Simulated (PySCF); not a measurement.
C4H12Si, SMILES `C[Si](C)(C)C`.

Method: 6-31G* basis; geometry: GFN2-xTB; program: PySCF. No frequency check shows the geometry to be a minimum.

Input script:

```python
import numpy as np
from pyscf import gto, scf, mcscf

mol = gto.M(atom='''
C     -1.35477    -0.06826     1.34270
Si     0.00039    -0.00017    -0.00003
C      0.16478    -1.71167    -0.82942
C      1.66431     0.48182     0.80235
C     -0.47248     1.29962    -1.31617
H     -2.31510    -0.35235     0.92144
H     -1.12209    -0.81078     2.10170
H     -1.48252     0.89357     1.82677
H     -0.76536    -2.01214    -1.30401
H      0.42143    -2.47933    -0.10469
H      0.93645    -1.71107    -1.59118
H      2.46264     0.51817     0.06632
H      1.95967    -0.23011     1.56311
H      1.61004     1.45704     1.27326
H     -0.58568     2.28587    -0.87570
H     -1.42388     1.06124    -1.78350
H      0.28803     1.37316    -2.08990
''', basis='6-31g*', charge=0, spin=0, verbose=4)
# stretch the bond between atoms 2 and 4, from long to short, fragments rigid
a, b, move = 1, 3, [3, 11, 12, 13]
xyz = mol.atom_coords(unit='Angstrom')
u = xyz[b] - xyz[a]
r0 = np.linalg.norm(u)
rows, last, dm_u = [], None, None
for r in [5.24, 4.11, 3.37, 2.9, 2.52, 2.24, 2.06, 1.87, 1.72]:
    new = xyz.copy()
    new[move] += u / r0 * (r - r0)
    m = mol.set_geom_(new, unit='Angstrom', inplace=False)
    rhf = scf.RHF(m).density_fit(auxbasis='def2-universal-jkfit').run()
    uhf = scf.UHF(m).density_fit(auxbasis='def2-universal-jkfit').newton()
    if dm_u is None:
        c = rhf.mo_coeff
        h = m.nelectron // 2 - 1
        ca, cb = c.copy(), c.copy()
        ca[:, h], cb[:, h] = (c[:, h] + c[:, h + 1]) / 2**.5, (c[:, h] - c[:, h + 1]) / 2**.5
        dm_u = np.array([x[:, :h + 1] @ x[:, :h + 1].T for x in (ca, cb)])
    uhf.kernel(dm0=dm_u)
    for _ in range(3):
        c, _, stable, _ = uhf.stability(return_status=True)
        if stable:
            break
        uhf.kernel(c, uhf.mo_occ)
    dm_u = uhf.make_rdm1()
    mc = mcscf.CASSCF(rhf, 2, 2)
    mc.natorb = True
    mc.fix_spin_(ss=0)
    guess = mcscf.addons.make_natural_orbitals(uhf)[1] if last is None else mcscf.project_init_guess(mc, last.mo_coeff, last.mol)
    mc.kernel(guess)
    last = mc
    act = slice(mc.ncore, mc.ncore + mc.ncas)
    print('r %.3f  RHF %.6f  UHF %.6f  <S^2> %.3f  CASSCF %.6f  occupations' % (r, rhf.e_tot, uhf.e_tot, uhf.spin_square()[0], mc.e_tot), mc.mo_occ[act].round(4))
    rows.append((new, rhf.e_tot, uhf.e_tot, uhf.spin_square()[0], mc.e_tot, mc.mo_occ[act], mc.mo_coeff[:, act], dm_u[0] - dm_u[1], rhf.converged and uhf.converged and mc.converged))
    np.savez('result.npz', **{k: [row[i] for row in rows] for i, k in enumerate('xyz rhf uhf s2 cas occ c spin ok'.split())})
```

Command:

```sh
OMP_NUM_THREADS=1 python input.py
```

The run took 2.3 min on 1 thread of AMD EPYC 9R45 96-Core Processor (Zen 5), with other jobs on the host, peak memory 0.63 GiB.

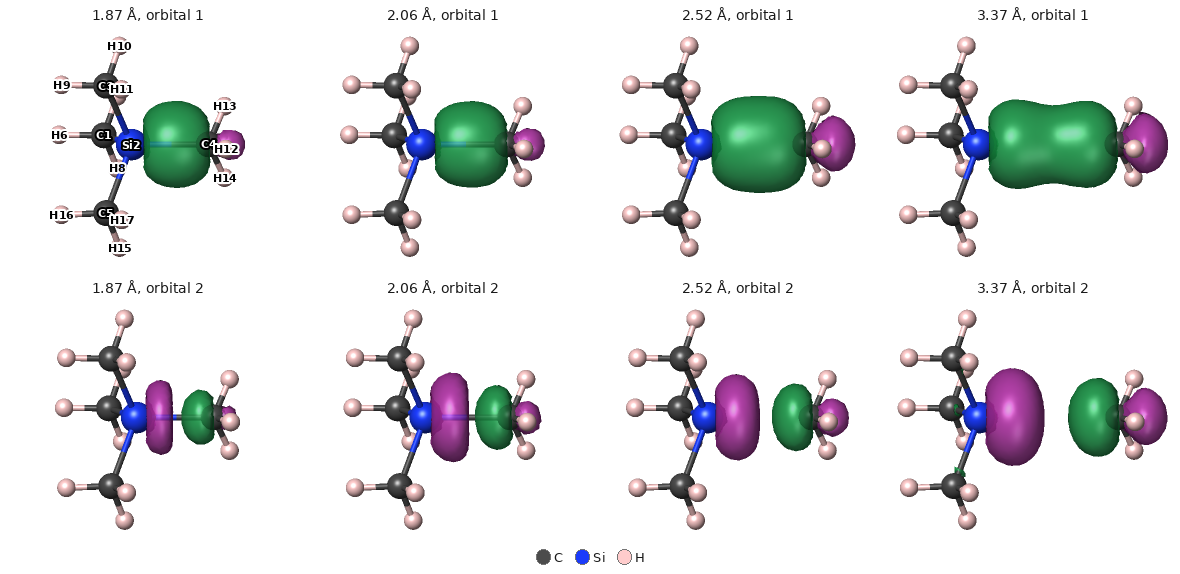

Rigid stretch of the Si2–C4 bond. The two CASSCF(2,2) natural orbitals nearest half filling (orbital 1 the more occupied).

Question: How do the occupations change along the stretch?

Answer: 1.87 Å: 1.99 and 0.01; 2.06 Å: 1.98 and 0.02; 2.52 Å: 1.93 and 0.07; 3.37 Å: 1.65 and 0.35. At the longest distance computed (5.24 Å) they are 1.07 and 0.93, and the effective number of unpaired electrons is 2.0.

Question: Where does the UHF solution part from RHF?

Answer: Between 2.52 Å (⟨S²⟩ = 0, the two coincide) and 2.90 Å (⟨S²⟩ = 0.52); at 5.24 Å ⟨S²⟩ is 1.01 and UHF lies 4.3 eV below RHF.

Question: How much energy does the stretch cost?

Answer: By CASSCF, 3.8 eV from the lowest point of the scan (1.87 Å) to 5.24 Å; RHF gives 7.7 eV from its own lowest point. The fragments aren't relaxed and dynamic correlation is missing, so this isn't a bond dissociation energy.
